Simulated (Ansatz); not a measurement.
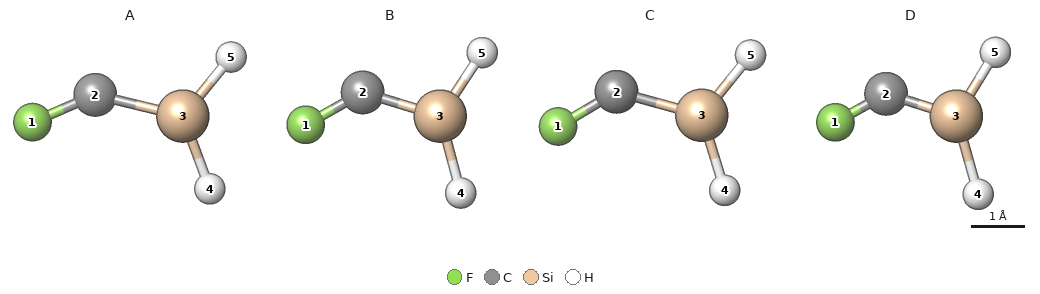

4 geometries from one relaxation of CH₂FSi (multiplicity 2), in shuffled order. The picture is a ball-and-stick view, seen at a tilt.

It is one of the separated reactants of a reaction.

Computed with Ansatz, UKS PBE-D4/def2-SVP. Set-up: force threshold 0.03 eV/Å; at most 250 steps.

Q: Put them in the order of the run, from the start to the converged end.

A: D, B, C, A. They are steps 0, 1, 2, 6, at +441.7 kJ/mol, +93.3 kJ/mol, +11.7 kJ/mol relative to the last. After 5 accepted moves (6 points after the start) the energy has fallen by 441.7 kJ/mol. The largest force component goes from 18 to 0.029 eV/Å. The line search rejected the trial step at point 4 of the run. F1 moves most after the best rigid fit: 0.44 Å. Largest moves by element: F 0.44 Å, H 0.31 Å, C 0.21 Å, Si 0.14 Å. Some distances before and after: F1–Si3 2.311 → 2.874 Å, C2–Si3 1.427 → 1.748 Å, F1–C2 1.107 → 1.303 Å, Si3–H4 1.559 → 1.507 Å. Bond angles that change, for instance: H4–Si3–H5 129.2° → 115.6°, C2–Si3–H5 101.1° → 111.3°, F1–C2–Si3 131.2° → 140.4°. Cost: 9 s on 2 threads of Arm Neoverse V1, on a shared host.
